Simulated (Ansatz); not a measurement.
The figure comes from a scan of Lu (hcp, Mg type): volume and axial ratio are varied about the relaxed values (subscript 0). Computed with PBE (plane waves to 420 eV, PAW, scalar-relativistic; Ansatz, an electronic-structure program). k mesh 15×15×9 (Γ-centred), Fermi-Dirac smearing 0.05 eV. Compression counts positive. With partly filled bands, the response to shear is sensitive to the k mesh, so small differences along c/a are uncertain. Lu is run without spin polarisation. Lu was relaxed with its symmetry unable to fall. 

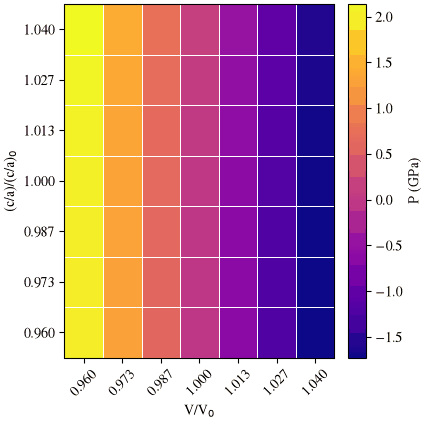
Figure: P (GPa), one tile a computed point.

Problem. List the plotted points as numbers.

Solution. To the nearest 0.5:

P (GPa), with V/V₀ across and (c/a)/(c/a)₀ down:

```
(c/a)/(c/a)₀ \ V/V₀  0.960  0.973  0.987  1.000  1.013  1.027  1.040
-------------------  -----  -----  -----  -----  -----  -----  -----
0.960                  2.0    1.5    0.5    0.0   -0.5   -1.0   -1.5
0.973                  2.0    1.5    0.5    0.0   -0.5   -1.0   -1.5
0.987                  2.0    1.5    0.5    0.0   -0.5   -1.0   -1.5
1.000                  2.0    1.5    0.5    0.0   -0.5   -1.0   -1.5
1.013                  2.0    1.5    0.5    0.0   -0.5   -1.0   -1.5
1.027                  2.0    1.5    0.5    0.0   -0.5   -1.0   -1.5
1.040                  2.0    1.5    0.5    0.0   -0.5   -1.0   -1.5
```

(A scan under strain: stresses follow from slopes of the energy per volume, elastic moduli from its curvatures.)
